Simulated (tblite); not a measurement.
C$_{5}$H$_{7}$FSn: relaxed scan

- system: C$_{5}$H$_{7}$FSn, SMILES FC1=C[C@H]([SnH3])C=C1
- method: GFN2-xTB relaxed scan under a harmonic restraint, gas phase (tblite 0.8.0)

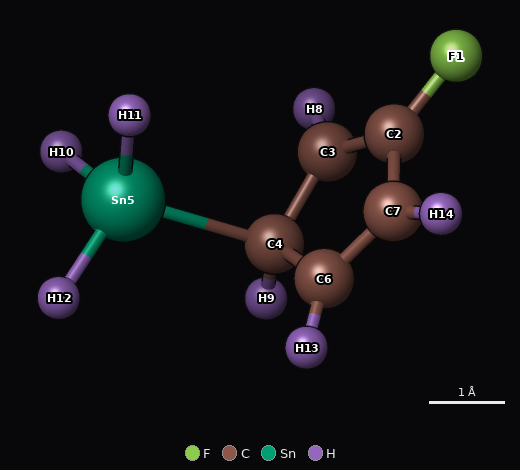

The structure as given in the input (ball-and-stick view, seen at a tilt; atoms are numbered from 1 in the order of the input). Sticks mark near contacts.

Input:
```
{"job": {"xc": "GFN2-xTB", "basis": "xTB", "coordinate": [["d", [4, 3], 1], ["d", [4, 1], -1]], "kind": "drive"}, "charge": 0, "multiplicity": 1}
F      2.404345     2.013404     2.445098
C      2.282707     1.394575     1.260358
C      1.274499     1.557396     0.382934
C      1.533335     0.657323    -0.750982
Sn     0.062941    -0.978587    -0.610684
C      2.842090     0.053793    -0.450664
C      3.256980     0.469876     0.761784
H      0.432760     2.217312     0.463617
H      1.423725     1.092264    -1.739816
H     -1.485957    -0.392978    -0.836638
H      0.160623    -1.692498     0.885056
H      0.346047    -2.133203    -1.787787
H      3.358112    -0.608284    -1.120911
H      4.157079     0.197411     1.280112
```

The first line tells a small driver script what to run in tblite; the rest is the geometry in Å.

Launch command:
```bash
OMP_NUM_THREADS=1 python <driver script> task.json out
```

The program's output:
```
point  coordinate     E/eV
  0     -1.399     -572.44063
  1     -1.251     -572.40759
  2     -1.105     -572.35210
  3     -0.959     -572.27318
  4     -0.812     -572.16965
  5     -0.657     -572.04869
  6     -0.432     -572.32792
  7     -0.289     -572.40696
  8     -0.145     -572.45010
  9      0.000     -572.46534
```

Summary:

- outcome: converged
- hardware: 1 CPU thread, shared host
- wall time: 1.8 s
- peak memory: 0.19 GiB
